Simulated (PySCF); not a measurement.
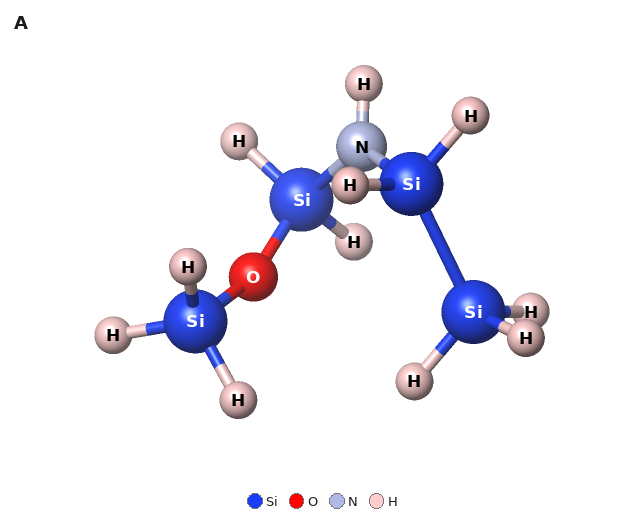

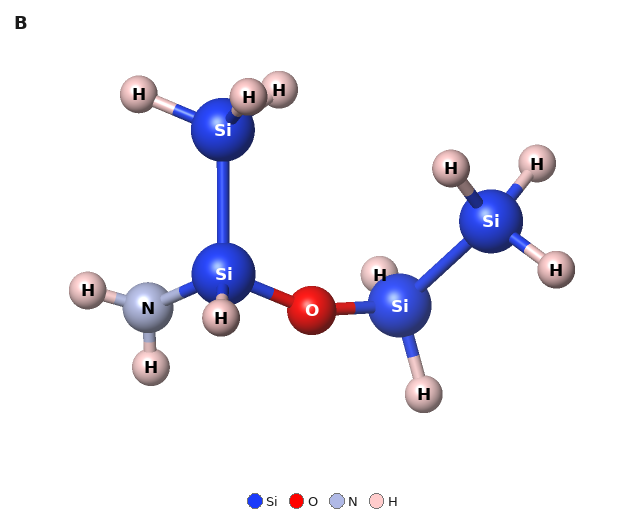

2 stationary structures of one formula. Geometries: GFN2-xTB. Electronic energies: CAM-B3LYP/def2-SVPD (PySCF 2.14.0), without zero-point energy. No frequency run is at hand to confirm each as a minimum. Each is one conformer, not always the lowest.

### Are they conformers, stereoisomers or constitutional isomers?

They are constitutional isomers of H11NOSi4: A `[SiH3]O[SiH2]N[SiH2][SiH3]`, B `N[Si@H]([SiH3])O[SiH2][SiH3]`.

### Rank them by energy, lowest first.

A is lowest; B lies 0.625 eV above it.

The geometry is semi-empirical. Around Si such bond lengths and angles can be off by a tenth of an ångström or more and by several degrees, and values that hang on the shape move with them.
